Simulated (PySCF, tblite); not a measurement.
# C2F4O: geometry, infrared bands, NMR shifts, spin-spin couplings, electronic excitations and core binding energies, part 2 of 2

tblite 0.8.0 and PySCF 2.14.0. Atoms count from 0. The steps go on from the part before.

**8. NMR shieldings: PBE/pcSseg-2**

What the job is given:

```
{"job": {"kind": "nmr", "xc": "PBE", "basis": "pcSseg-2", "pop": false}, "charge": 0, "multiplicity": 1}
O      1.328517     0.733756    -1.130987
C      0.756023    -0.086971    -0.514289
F      1.122485    -1.356036    -0.449556
C     -0.513112     0.127944     0.326277
F     -0.289300    -0.244734     1.580567
F     -1.504592    -0.604840    -0.167017
F     -0.860918     1.398350     0.304374
```

With the program's defaults for keys left out, this is: GIAO PBE/pcSseg-2 NMR shielding, non-relativistic, gas phase.

Output:

```text
coarse grid: 7608 points
cycle   1  E = -550.2595162465  dE =  1.408e+00  |g| = 1.287e+00  |ddm| = 1.988e+00
cycle   2  E = -548.5642032122  dE =  1.695e+00  |g| = 3.317e+00  |ddm| = 1.993e+00
cycle   3  E = -550.4764931939  dE = -1.912e+00  |g| = 5.483e-01  |ddm| = 1.673e+00
cycle   4  E = -550.5182115810  dE = -4.172e-02  |g| = 2.577e-01  |ddm| = 3.328e-01
cycle   5  E = -550.5286210681  dE = -1.041e-02  |g| = 5.090e-02  |ddm| = 1.119e-01
cycle   6  E = -550.5290506688  dE = -4.296e-04  |g| = 1.933e-02  |ddm| = 3.223e-02
cycle   7  E = -550.5291016662  dE = -5.100e-05  |g| = 5.954e-03  |ddm| = 8.875e-03
cycle   8  E = -550.5291079485  dE = -6.282e-06  |g| = 6.972e-04  |ddm| = 2.983e-03
final grid: 80040 points
cycle   9  E = -550.5199343796  dE = -1.114e-04  |g| = 1.449e-02  |ddm| = 3.920e-02
cycle  10  E = -550.5196812247  dE =  2.532e-04  |g| = 4.026e-02  |ddm| = 2.153e-02
cycle  11  E = -550.5199667768  dE = -2.856e-04  |g| = 4.742e-03  |ddm| = 1.700e-02
cycle  12  E = -550.5199704924  dE = -3.716e-06  |g| = 4.128e-04  |ddm| = 1.940e-03
cycle  13  E = -550.5199705087  dE = -1.631e-08  |g| = 2.297e-04  |ddm| = 2.503e-04
cycle  14  E = -550.5199705162  dE = -7.451e-09  |g| = 4.625e-05  |ddm| = 1.007e-04
cycle  15  E = -550.5199705164  dE = -2.840e-10  |g| = 1.046e-05  |ddm| = 2.649e-05
converged SCF energy = -550.5199705164

GIAO shielding tensors (ppm)
atom      isotropic    diamagn.    paramagn.     s11        s22        s33       span
  0 O     -113.234     393.139    -506.373   -370.898   -239.765    270.959    641.857
  1 C       20.020     254.690    -234.670    -90.608     42.748    107.920    198.528
  2 F      130.996     469.393    -338.397    -93.988    240.722    246.255    340.243
  3 C       51.952     241.133    -189.180     28.772     54.501     72.584     43.812
  4 F      241.997     468.735    -226.737    165.535    234.599    325.859    160.324
  5 F      240.954     468.735    -227.781    164.646    233.074    325.144    160.498
  6 F      245.104     468.554    -223.450    177.773    243.391    314.147    136.373
```

Wall time 27 s (1 thread of Intel Xeon Platinum 8559C, shared host); peak memory 1.1 GiB.

This run: δ C1 159.4, C3 127.4, O0 441.1, F2 11.9 ppm.

**9. Core-electron binding energies: SCAN, X2C**

Settings changed since step 8:

```diff
@@ -1,2 +1,2 @@
-{"job": {"kind": "nmr", "xc": "PBE", "basis": "pcSseg-2", "pop": false}, "charge": 0, "multiplicity": 1}
+{"job": {"kind": "xps"}, "charge": 0, "multiplicity": 1}
 O      1.328517     0.733756    -1.130987
```

With the program's defaults for keys left out, this is: delta-SCF UKS SCAN, pcX-2 on the ionised atom, pcseg-1 elsewhere, spin-free X2C.

Output:

```text
ground state, core basis on atom 0 (O), 129 functions
  cycle   1  E = -550.77392063  |g| = 1.21e+00
  cycle   2  E = -549.51892713  |g| = 2.86e+00
  cycle   3  E = -550.98852009  |g| = 4.50e-01
  cycle   4  E = -551.01872233  |g| = 1.89e-01
  cycle   5  E = -551.02453195  |g| = 3.28e-02
  cycle   6  E = -551.02467427  |g| = 1.85e-02
  cycle   7  E = -551.02472539  |g| = 4.26e-03
  cycle   8  E = -551.02472668  |g| = 9.39e-04
  cycle   9  E = -551.02472846  |g| = 2.27e-04
  E(ground) = -551.01547158 Eh
hole in O 1s of atom 0
  cycle   1  E = -530.35448528  |g| = 2.21e+00
  cycle   2  E = -529.70647771  |g| = 2.32e+00
  cycle   3  E = -530.95817970  |g| = 7.72e-01
  cycle   4  E = -531.04651821  |g| = 5.85e-01
  cycle   5  E = -531.15592812  |g| = 1.02e-01
  cycle   6  E = -531.15885807  |g| = 4.78e-02
  cycle   7  E = -531.15947256  |g| = 1.93e-02
  cycle   8  E = -531.15959811  |g| = 3.09e-03
  cycle   9  E = -531.15960136  |g| = 1.48e-03
  cycle  10  E = -531.15960215  |g| = 6.36e-04
  cycle  11  E = -531.15960245  |g| = 3.90e-04
  E(ion) = -531.15396085 Eh   <S^2> = 0.7655   hole on atom = 1.000   binding energy = 540.459 eV
ground state, core basis on atom 1 (C), 129 functions
  cycle   1  E = -551.00510847  |g| = 9.62e-02
  cycle   2  E = -550.99894779  |g| = 1.96e-01
  cycle   3  E = -551.00605873  |g| = 3.02e-02
  cycle   4  E = -551.00617741  |g| = 1.81e-02
  cycle   5  E = -551.00622742  |g| = 1.81e-03
  cycle   6  E = -551.00623279  |g| = 4.13e-04
  E(ground) = -551.00039793 Eh
hole in C 1s of atom 1
  cycle   1  E = -539.54650125  |g| = 1.50e+00
  cycle   2  E = -536.84297984  |g| = 2.65e+00
  cycle   3  E = -539.74368378  |g| = 9.20e-01
  cycle   4  E = -539.89229012  |g| = 6.76e-01
  cycle   5  E = -539.99388455  |g| = 4.35e-01
  cycle   6  E = -540.06399202  |g| = 1.09e-01
  cycle   7  E = -540.06771739  |g| = 3.24e-02
  cycle   8  E = -540.06812380  |g| = 1.27e-02
  cycle   9  E = -540.06823988  |g| = 7.41e-03
  cycle  10  E = -540.06832054  |g| = 4.56e-03
  cycle  11  E = -540.06839637  |g| = 4.21e-03
  cycle  12  E = -540.06842252  |g| = 1.73e-03
  cycle  13  E = -540.06842678  |g| = 4.73e-04
  E(ion) = -540.06386730 Eh   <S^2> = 0.8203   hole on atom = 1.000   binding energy = 297.598 eV
ground state, core basis on atom 2 (F), 129 functions
  cycle   1  E = -551.03973173  |g| = 1.24e-01
  cycle   2  E = -551.03752157  |g| = 1.28e-01
  cycle   3  E = -551.03868552  |g| = 9.32e-02
  cycle   4  E = -551.04007966  |g| = 2.57e-02
  cycle   5  E = -551.04019598  |g| = 9.91e-04
  cycle   6  E = -551.04019582  |g| = 3.89e-04
  E(ground) = -551.03582299 Eh
hole in F 1s of atom 2
  cycle   1  E = -524.60594110  |g| = 2.58e+00
  cycle   2  E = -523.97136745  |g| = 2.48e+00
  cycle   3  E = -524.94146923  |g| = 1.15e+00
  cycle   4  E = -525.32229379  |g| = 6.72e-01
  cycle   5  E = -525.49054584  |g| = 6.57e-02
  cycle   6  E = -525.49180530  |g| = 3.26e-02
  cycle   7  E = -525.49218433  |g| = 8.70e-03
  cycle   8  E = -525.49220434  |g| = 4.68e-03
  cycle   9  E = -525.49221350  |g| = 1.02e-03
  cycle  10  E = -525.49221329  |g| = 5.32e-04
  cycle  11  E = -525.49221472  |g| = 3.78e-04
  E(ion) = -525.49540896 Eh   <S^2> = 0.7583   hole on atom = 1.000   binding energy = 694.990 eV
ground state, core basis on atom 3 (C), 129 functions
  cycle   1  E = -551.00949801  |g| = 1.14e-01
  cycle   2  E = -551.00535048  |g| = 1.87e-01
  cycle   3  E = -551.01081922  |g| = 3.22e-02
  cycle   4  E = -551.01081861  |g| = 3.21e-02
  cycle   5  E = -551.01101378  |g| = 1.74e-03
  cycle   6  E = -551.01101546  |g| = 6.89e-04
  cycle   7  E = -551.01101544  |g| = 1.67e-04
  E(ground) = -551.00315162 Eh
hole in C 1s of atom 3
  cycle   1  E = -539.46580885  |g| = 1.50e+00
  cycle   2  E = -535.12142477  |g| = 3.54e+00
  cycle   3  E = -539.69957300  |g| = 8.55e-01
  cycle   4  E = -539.78887187  |g| = 7.29e-01
  cycle   5  E = -539.95566180  |g| = 2.99e-01
  cycle   6  E = -539.98512645  |g| = 1.08e-01
  cycle   7  E = -539.98899062  |g| = 2.12e-02
  cycle   8  E = -539.98913543  |g| = 1.24e-02
  cycle   9  E = -539.98918864  |g| = 3.82e-03
  cycle  10  E = -539.98919435  |g| = 2.44e-03
  cycle  11  E = -539.98919721  |g| = 1.13e-03
  cycle  12  E = -539.98919783  |g| = 2.61e-04
  E(ion) = -539.98513734 Eh   <S^2> = 0.7717   hole on atom = 1.000   binding energy = 299.815 eV
ground state, core basis on atom 4 (F), 129 functions
  cycle   1  E = -551.04020859  |g| = 1.20e-01
  cycle   2  E = -551.03966690  |g| = 7.72e-02
  cycle   3  E = -551.03986457  |g| = 6.77e-02
  cycle   4  E = -551.04047898  |g| = 4.37e-03
  cycle   5  E = -551.04048250  |g| = 1.77e-03
  cycle   6  E = -551.04048221  |g| = 7.38e-04
  cycle   7  E = -551.04048341  |g| = 1.30e-04
  E(ground) = -551.03569991 Eh
hole in F 1s of atom 4
  cycle   1  E = -524.60918417  |g| = 2.58e+00
  cycle   2  E = -524.06142820  |g| = 2.40e+00
  cycle   3  E = -525.13796301  |g| = 9.42e-01
  cycle   4  E = -525.27441320  |g| = 7.48e-01
  cycle   5  E = -525.46592324  |g| = 2.28e-01
  cycle   6  E = -525.48281376  |g| = 9.03e-02
  cycle   7  E = -525.48538749  |g| = 2.11e-02
  cycle   8  E = -525.48556151  |g| = 6.42e-03
  cycle   9  E = -525.48557210  |g| = 3.20e-03
  cycle  10  E = -525.48557372  |g| = 6.56e-04
  cycle  11  E = -525.48557480  |g| = 1.84e-04
  E(ion) = -525.48779187 Eh   <S^2> = 0.7572   hole on atom = 1.000   binding energy = 695.194 eV
```

It took 16 s on 1 thread of Intel Xeon Platinum 8559C, shared host; peak memory 0.43 GiB.

The holes in one table. −ε is the ground-state orbital energy:

```csv
hole,stands for,environment,ΔSCF (eV),−ε (eV),⟨S²⟩
O1s on O0,O0,carbonyl oxygen,540.46,518.5,0.765
C1s on C1,C1,carbonyl carbon,297.60,279.5,0.820
F1s on F2,F2,fluorine bonded to C,694.99,668.9,0.758
C1s on C3,C3,CF3 carbon,299.82,281.8,0.772
F1s on F4,"F4, F5, F6",fluorine of a CF3 group,695.19,668.8,0.757
```

Each hole run stands for the others of its class of like atoms.

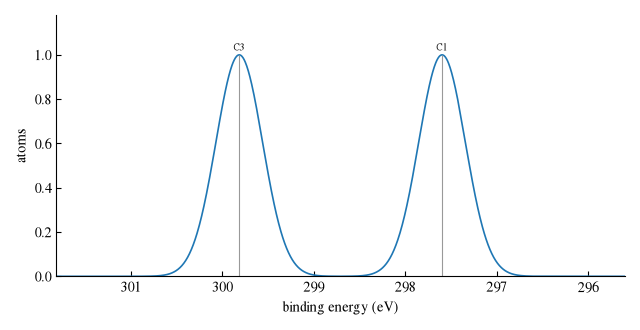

The C1s photoelectron lines, weighted by the number of atoms. Lines are broadened to a width of 0.60 eV (Gaussian).

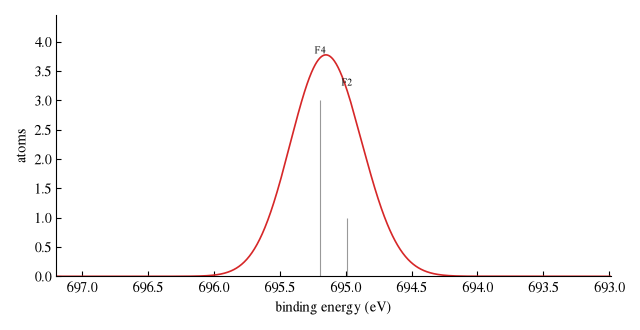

The F1s photoelectron lines, weighted by the number of atoms. Lines are broadened to a width of 0.60 eV (Gaussian).

**10. Side by side: NMR shifts**

Shifts (ppm), means over like atoms, with basis size and wall time (the measured row can stand on another reference than the computed rows):

```csv
run,C1,C3,O0,F2,F4,functions,time
PBE0/pcSseg-1,155.5,118.1,459.0,23.2,-87.8,119,7 s
PBE/pcSseg-2,159.4,127.4,441.1,11.9,-99.8,252,27 s
measured,–,–,–,15.0,-76.0,–,–
```

Measured: solution; E. Pretsch, P. Bühlmann, M. Badertscher, Structure Determination of Organic Compounds, 4th ed., Springer 2009; Wikipedia, Fluorine-19 nuclear magnetic resonance spectroscopy.

**11. What came out**

What follows sums up all 2 parts.

```
                                                                 quantity                                             value
                                strongest single infrared mode (GFN2-xTB)                             1903 cm⁻¹, 344 km/mol
                                             zero-point energy (GFN2-xTB)                                     15.0 kcal/mol
                                     rotational constants (main isotopes)                              3.87, 2.51, 2.07 GHz
                                   13C shifts against TMS (PBE0/pcSseg-1)                                  155.5, 118.1 ppm
                                   17O shifts against H2O (PBE0/pcSseg-1)                                         459.0 ppm
19F shifts against CFCl3 (PBE0/pcSseg-1, means over atoms taken as alike)                                   23.2, -87.8 ppm
                                 measured, and computed on the same scale            F4 δ -76.0, -87.8; F2 δ 15.0, 23.2 ppm
                              largest coupling of the table (B3LYP/pcJ-1)                          1J(C,F) C1–F2, -450.9 Hz
                                       lowest singlet (wB97X-D/def2-SVPD)                       5.81 eV (213 nm), f = 0.001
                                 brightest single state of those computed                       state 3, 9.33 eV, f = 0.110
                                                           lowest triplet                                           5.22 eV
                                        vertical ionisation energy (ΔSCF)                                          12.99 eV
                                        vertical electron affinity (ΔSCF)  -0.54 eV (unbound: the value hangs on the basis)
                                         C1s binding energies, SCAN/pcX-2                           C3 299.82, C1 297.60 eV
                                         F1s binding energies, SCAN/pcX-2                           F4 695.19, F2 694.99 eV
                                         O1s binding energies, SCAN/pcX-2                                      O0 540.46 eV
                                                 range of the shift of O0                                441.1 to 459.0 ppm
```

Over 18 steps the energy fell by 0.508 eV; of the close pairs, C1–C3 changed most, 1.480 to 1.556 Å (GFN2-xTB). All 15 modes are real, so the xTB geometry is a minimum. The strongest single mode, at 1903 cm⁻¹, moves mainly C1 and O0. Unscaled tight-binding wavenumbers are off by several per cent, some by more. Its intensities can rank the bands wrongly. Relaxing lowered the energy by 0.092 eV in 7 steps; the close pair that moved most is C3–F6, from 1.339 to 1.317 Å (PBE0/def2-SVP). Vibration, temperature and solvent are missing from the calculation, so part of the miss against the measured shifts is not the functional's. Of the pairs tabulated at B3LYP/pcJ-1, C1–F2 couples most strongly (-450.9 Hz; Fermi contact -397.3 Hz). Density functionals describe couplings to fluorine poorly, F–F couplings above all, so those rows are rough. The lowest singlet, at 5.81 eV, is HOMO→LUMO 0.97 and is weak; of the 10 states computed, the strongest absorption comes from state 3 at 9.33 eV. The lowest triplet lies 0.60 eV below the lowest singlet (triplets in Tamm-Dancoff, singlets in full TDDFT). The orbital energy would give 12.22 eV for ionisation, ΔSCF gives 12.99 eV. C3 (CF3 carbon) binds its C1s electron 2.22 eV more tightly than C1 (carbonyl carbon). F4 (fluorine of a CF3 group) binds its F1s electron 0.20 eV more tightly than F2 (fluorine bonded to C).
